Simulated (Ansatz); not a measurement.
# BSiNH6Cl2O: geometry relaxation (part 2 of 2)

Continued. System: BSiNH6Cl2O. Method: RKS revPBE/def2-SVP (Ansatz 0.2.0). The input holds or restrains some coordinates. It belongs to a series of runs on one base structure; here: pulled along the bonds that form and break, towards end B.

Geometry of the input (Å):
```
B  0.0000  0.0000  0.0000
O  0.0000  0.0000  1.7600
H  -0.9095  -0.2814  2.0971
Cl 1.6108  0.0000  -0.9300
Cl -1.6108  0.0000  -0.9300
N  0.3946  1.7107  0.5833
H  1.1678  1.8639  1.2920
Si -0.5450  3.1307  -0.0595
H  -1.3242  2.7137  -1.2216
H  -1.4455  3.6285  0.9763
H  0.3801  4.1907  -0.4498
H  0.2517  1.0915  1.5507
```

Trajectory as extended XYZ, continued
```
12
Properties=species:S:1:pos:R:3:forces:R:3 step=4 energy=-37215.29475
B     0.1052    0.4048   -0.3215    1.0749   2.6716   0.3763
O     0.0197   -0.1373    2.1506    0.0387  -1.0484   0.0791
H    -0.9439   -0.2831    2.1183   -0.0700   0.0536   0.0780
Cl    1.6478   -0.1367   -0.9788    0.1563  -1.8102  -0.4638
Cl   -1.5626   -0.0262   -0.8988    0.9812  -0.1402   0.4250
N     0.4651    1.7971    0.2270   -0.5920  -1.6918   2.1898
H     1.0921    1.8583    1.1070   -0.5385  -0.1765  -2.1894
Si   -0.5469    3.1572   -0.0756   -0.4016   0.7838  -0.5112
H    -1.3436    2.7218   -1.2441   -0.2934   0.2192  -0.2912
H    -1.4643    3.6411    0.9988   -0.1509   0.0606   0.3182
H     0.3929    4.2339   -0.4553    0.1158   0.6293  -0.0306
H     0.1086    0.8171    2.0410   -0.3207   0.4490   0.0198
12
Properties=species:S:1:pos:R:3:forces:R:3 step=5 energy=-37216.11535
B     0.1801    0.4881   -0.3696    0.9998   1.5648   0.6726
O    -0.0014   -0.2236    2.1452    0.0949   0.7878   0.2419
H    -0.9707   -0.3280    2.1288   -0.1082  -0.1591  -0.0257
Cl    1.6580   -0.3309   -0.9734   -0.4305  -0.3120   0.1827
Cl   -1.4595   -0.0497   -0.8401    0.2960  -0.0123  -0.0284
N     0.4183    1.8342    0.2535   -1.9809  -2.0783  -1.4009
H     1.1301    1.8977    0.9350    1.6999   0.1446   0.6882
Si   -0.5708    3.2221   -0.0967   -0.2678   0.3750  -0.2635
H    -1.3809    2.7856   -1.2685   -0.1572   0.2440  -0.1272
H    -1.4787    3.6658    1.0172   -0.0212   0.0578   0.1034
H     0.3788    4.3165   -0.4536   -0.0230   0.3648   0.0000
H     0.0667    0.7703    2.1905   -0.1019  -0.9771  -0.0430
12
Properties=species:S:1:pos:R:3:forces:R:3 step=6 energy=-37216.34203
B     0.1809    0.5059   -0.3068    0.8536   1.5136   0.4368
O    -0.0015   -0.3457    2.1645    0.0705   0.9969  -0.0169
H    -0.9724   -0.4464    2.1697   -0.0556  -0.1089  -0.0132
Cl    1.6386   -0.4084   -0.7900   -0.2785  -0.2062   0.1188
Cl   -1.4523   -0.0142   -0.8216    0.2447   0.0419   0.0205
N     0.4158    1.8835    0.2389   -1.1941  -2.2902  -0.5079
H     1.2238    2.0040    0.8293    0.8893   0.1128   0.0003
Si   -0.5880    3.2648   -0.1249   -0.3155   0.5123  -0.2001
H    -1.4209    2.8633   -1.2961   -0.0928   0.1498  -0.0714
H    -1.4806    3.7176    0.9997   -0.0081   0.0018   0.0736
H     0.3488    4.3763   -0.4818   -0.0058   0.2288   0.0080
H     0.0777    0.6476    2.0876   -0.1078  -0.9526   0.1516
12
Properties=species:S:1:pos:R:3:forces:R:3 step=7 energy=-37216.47781
B     0.1990    0.5033   -0.2989    0.5552   1.5519   0.7098
O    -0.0110   -0.3734    2.1539   -0.0263   1.1930   0.0913
H    -0.9794   -0.5054    2.1716    0.0229  -0.0673  -0.0230
Cl    1.6307   -0.4727   -0.7013   -0.0613  -0.0318   0.0380
Cl   -1.4151   -0.0184   -0.8362   -0.0518  -0.0011  -0.0635
N     0.3815    1.8797    0.2665    0.8274  -1.8362  -0.0840
H     1.3360    2.0543    0.6781   -0.9070  -0.1634  -0.6480
Si   -0.6044    3.2836   -0.1256   -0.2462   0.3857  -0.1065
H    -1.4535    2.9197   -1.3020   -0.0551   0.1047  -0.0217
H    -1.4847    3.7378    1.0106    0.0063  -0.0282   0.0248
H     0.3294    4.4093   -0.4730    0.0021   0.0628   0.0247
H     0.0414    0.6304    2.1247   -0.0661  -1.1702   0.0582
12
Properties=species:S:1:pos:R:3:forces:R:3 step=8 energy=-37216.57163
B     0.2448    0.4480   -0.2886    0.1450   1.8075   0.4163
O    -0.0469   -0.3028    2.1965   -0.0561   0.7005  -0.0007
H    -1.0110   -0.4596    2.1561    0.0453  -0.0187  -0.0058
Cl    1.6651   -0.5581   -0.6159    0.0237  -0.0629   0.0315
Cl   -1.3737   -0.0462   -0.8591   -0.0190  -0.0864   0.0057
N     0.4119    1.8536    0.1919    0.1201  -1.5956  -0.3895
H     1.3795    2.0672    0.4833   -0.2207  -0.0349  -0.1567
Si   -0.6270    3.2734   -0.0992    0.0701   0.0141  -0.0902
H    -1.4928    3.0196   -1.2930   -0.0477   0.0260  -0.0005
H    -1.4828    3.6453    1.0814   -0.0296  -0.0831   0.0436
H     0.3025    4.4239   -0.3665    0.0140   0.0390   0.0190
H     0.0004    0.6839    2.0816   -0.0452  -0.7055   0.1274
12
Properties=species:S:1:pos:R:3:forces:R:3 step=9 energy=-37216.60517
B     0.2557    0.4329   -0.3006    0.3171   1.7057   0.4199
O    -0.0717   -0.2212    2.2099   -0.0244   0.6014   0.0010
H    -1.0334   -0.3816    2.1500    0.0166  -0.0058   0.0006
Cl    1.6534   -0.6281   -0.5672   -0.0378   0.0028  -0.0140
Cl   -1.3771   -0.0605   -0.8345    0.0036  -0.0157   0.0057
N     0.4626    1.8481    0.1267   -0.2182  -1.6229  -0.5445
H     1.4401    2.0730    0.3479   -0.0386  -0.0241  -0.0491
Si   -0.6259    3.2470   -0.0875    0.0757   0.0088   0.0305
H    -1.4713    3.0821   -1.3132   -0.0082   0.0136  -0.0055
H    -1.5162    3.4505    1.1122   -0.0142  -0.0267  -0.0279
H     0.2704    4.4498   -0.2241   -0.0363  -0.0194   0.0232
H    -0.0165    0.7563    2.0490   -0.0352  -0.6178   0.1600
12
Properties=species:S:1:pos:R:3:forces:R:3 step=10 energy=-37216.61463
B     0.2677    0.4054   -0.3002    0.4249   1.7319   0.2218
O    -0.1014   -0.1354    2.2364    0.0401   0.5792  -0.0465
H    -1.0644   -0.2751    2.1514    0.0163   0.0096   0.0016
Cl    1.6459   -0.6784   -0.5961   -0.0835   0.0303   0.0689
Cl   -1.3792   -0.0759   -0.8047   -0.0116   0.0063   0.0495
N     0.5070    1.8311    0.0715   -0.3112  -1.5512  -0.4637
H     1.4948    2.0645    0.2333   -0.0839  -0.0431  -0.0267
Si   -0.6221    3.2119   -0.0716   -0.0072   0.0622   0.1154
H    -1.4264    3.1387   -1.3416    0.0567   0.0153   0.0752
H    -1.5734    3.2641    1.1149    0.1378  -0.0126  -0.2033
H     0.2341    4.4640   -0.0667   -0.1177  -0.2012   0.0247
H    -0.0127    0.8334    2.0419   -0.0605  -0.6266   0.1831
12
Properties=species:S:1:pos:R:3:forces:R:3 step=11 energy=-37216.61215 accepted=F
B     0.2720    0.4031   -0.3310    0.3313   1.5991   0.5951
O    -0.0905   -0.1153    2.2076   -0.0051   0.6090   0.0645
H    -1.0586   -0.2333    2.1390    0.0690   0.0100   0.0012
Cl    1.6356   -0.7185   -0.5487   -0.1149   0.1391  -0.0721
Cl   -1.3936   -0.0953   -0.7607    0.0562   0.0637  -0.0943
N     0.5105    1.8272    0.0487   -0.3461  -1.5346  -0.6224
H     1.4986    2.0629    0.1963   -0.0344  -0.0210  -0.0138
Si   -0.6280    3.2062   -0.0657    0.0164   0.0252   0.0485
H    -1.4004    3.1857   -1.3599    0.0669   0.0088   0.1032
H    -1.6090    3.2096    1.0946    0.1349  -0.0300  -0.1736
H     0.2204    4.4597    0.0156   -0.1050  -0.1893   0.0020
H     0.0130    0.8563    2.0328   -0.0691  -0.6799   0.1617
12
Properties=species:S:1:pos:R:3:forces:R:3 step=12 energy=-37216.62380
B     0.2630    0.4071   -0.3055    0.3823   1.6757   0.3319
O    -0.0873   -0.1293    2.2265    0.0226   0.5622  -0.0112
H    -1.0519   -0.2594    2.1450    0.0198   0.0037   0.0078
Cl    1.6337   -0.6907   -0.5763   -0.0696   0.0479   0.0153
Cl   -1.3899   -0.0738   -0.7917   -0.0066   0.0114   0.0091
N     0.5017    1.8310    0.0688   -0.2784  -1.5980  -0.5083
H     1.4894    2.0630    0.2258   -0.0405  -0.0224  -0.0174
Si   -0.6259    3.2092   -0.0720    0.0065  -0.0054   0.0436
H    -1.4085    3.1576   -1.3526    0.0287   0.0166   0.0166
H    -1.5915    3.2434    1.0899    0.0372  -0.0134  -0.0691
H     0.2293    4.4502   -0.0283   -0.0424  -0.0660   0.0098
H     0.0079    0.8398    2.0389   -0.0594  -0.6123   0.1719
```

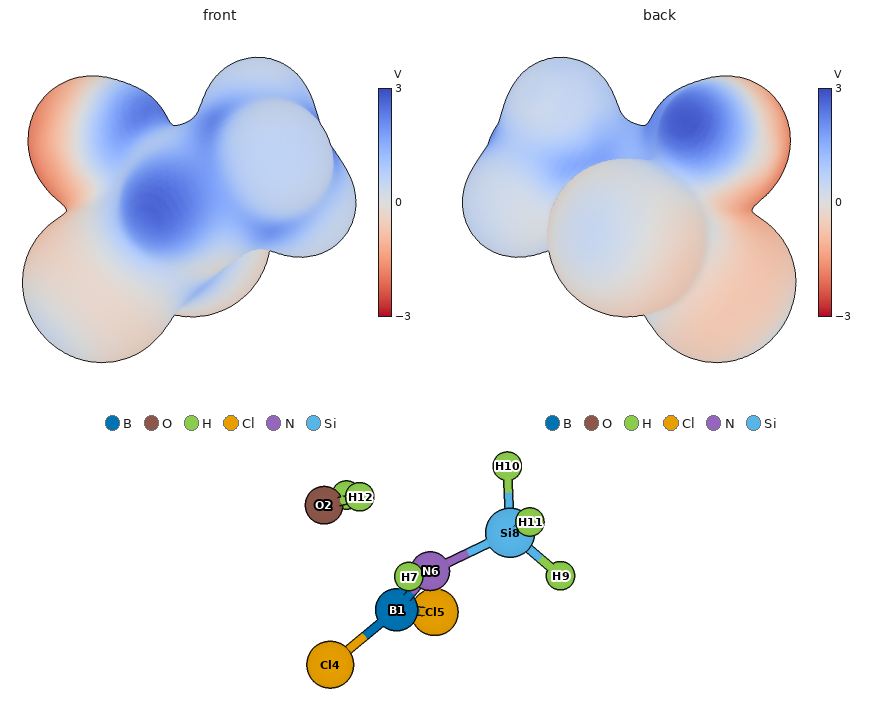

Figure 1. The electrostatic potential painted on the density surface at 0.004 e/bohr³, seen at a tilt and from behind; red is negative and blue positive. The bare structure is drawn below in the same view.

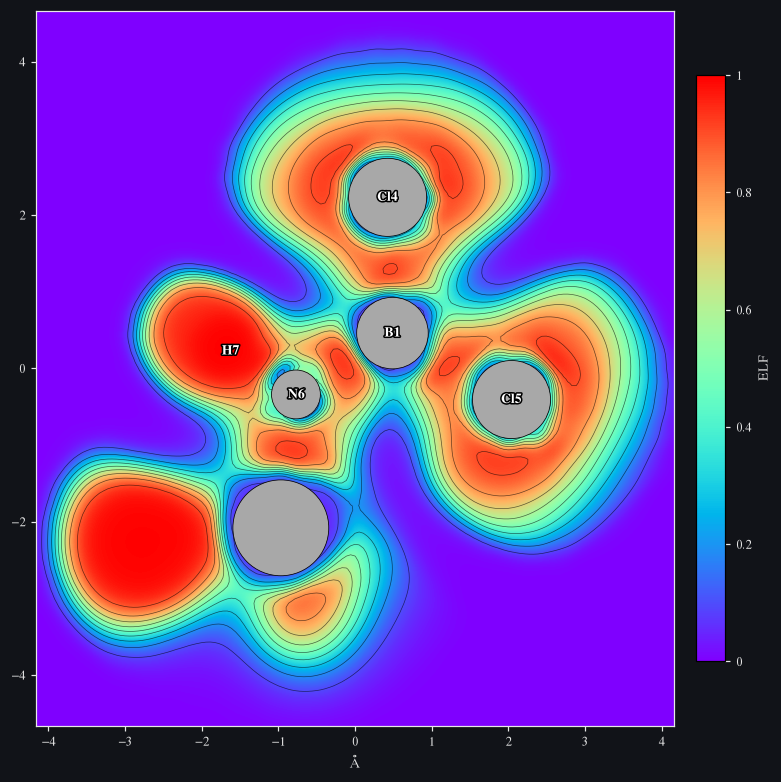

Figure 2. ELF on the plane of atoms B1, N6 and H7. Grey discs, where drawn, cover atomic cores. B–N (1.49 Å): the ELF peaks at about 0.95 between the atoms, which marks a shared but strongly polarised pair. N–H (1.03 Å): the ELF climbs to about 1 towards the hydrogen, as it does in any bond to H (a covalent bond by its length).

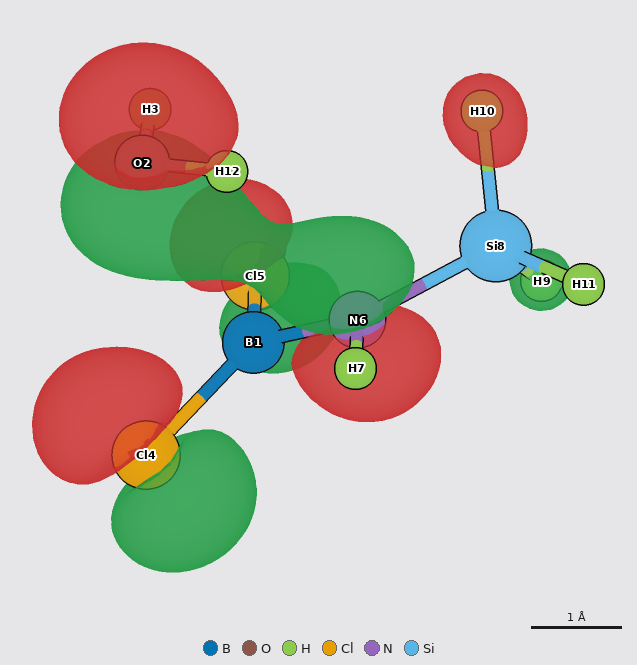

Figure 3. The HOMO−1 at ±0.1 Å⁻³ᐟ² (green and red are the two phases), seen at a tilt. Its energy is −6.96 eV.

Results in brief

```tsv
quantity	value
outcome	converged under the restraints of the input
total energy	−37216.6239 eV
mean-field energy	−37216.6239 eV
largest force (length of the vector) at the end, held atoms and coordinates included	1.750 eV/Å
wall time	19 s (CPU time 71 s)
peak memory	0.19 GiB
```
